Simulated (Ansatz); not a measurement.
Input file:

```
crystal:
  periodic: [false, false, false]
  atoms:
    - {symbol: O, position_ang: [-1.495366, -0.194806, 0.457334]}
    - {symbol: Mo, position_ang: [0.298263, -0.037251, 0.110549]}
    - {symbol: F, position_ang: [0.748397, -0.570180, 1.813919]}
    - {symbol: Cl, position_ang: [0.516225, -2.234092, -0.461471]}
    - {symbol: Cl, position_ang: [-0.501694, 0.609239, -1.976918]}
    - {symbol: Cl, position_ang: [0.403609, 2.091629, 0.921399]}
    - {symbol: Cl, position_ang: [2.357409, 0.301840, -0.782611]}
    - {symbol: H, position_ang: [-2.234743, -0.023480, -0.138002]}
basis:
  gaussian: {orbitals: def2-TZVPP}
hamiltonian: {xc: pbe0, dispersion: d4}
output: {orbitals: {seedname: orbitals}}
```

Run with:

```sh
ansatz run in.yaml --threads 4 --pin off --events-out ev --progress --plain --max-ram 11315MiB
```

Geometry: PBE0-D4/def2-TZVP; core potentials replace the inner electrons of Mo.

Computed with Ansatz, RKS PBE0-D4/def2-TZVPP.

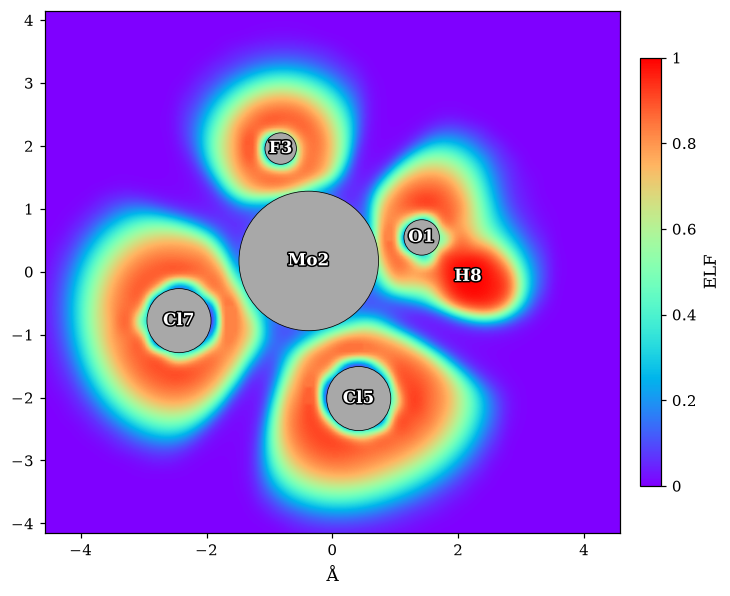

Cl4FHMoO (SMILES [OH][Mo]([F])([Cl])([Cl])([Cl])[Cl]). ELF on the plane of atoms O1, Mo2 and F3. Grey discs cover the atomic cores.

Describe what can be read from this map.

Answer.
- Atoms in the plane: O, Mo, F, Cl and H.
- Mo–O (1.83 Å): the ELF peaks at about 0.85 in the valence shell of O, 0.5 Å from its nucleus, and drops to about 0.30 between the two atoms.
- Mo–F (1.84 Å): the ELF peaks at about 0.85 in the valence shell of F, 0.5 Å from its nucleus, and drops to about 0.25 between the two atoms.
- Mo–Cl (2.27 Å): the ELF peaks at about 0.85 in the valence shell of Cl, 0.8 Å from its nucleus, and is about 0.40 at the midpoint.
- O–H (0.96 Å): the ELF climbs to about 1 towards the hydrogen, as it does in any bond to H: an ordinary covalent bond to hydrogen.
- Mo–Cl (2.33 Å): the ELF peaks at about 0.85 in the valence shell of Cl, 0.8 Å from its nucleus, and is about 0.40 at the midpoint.
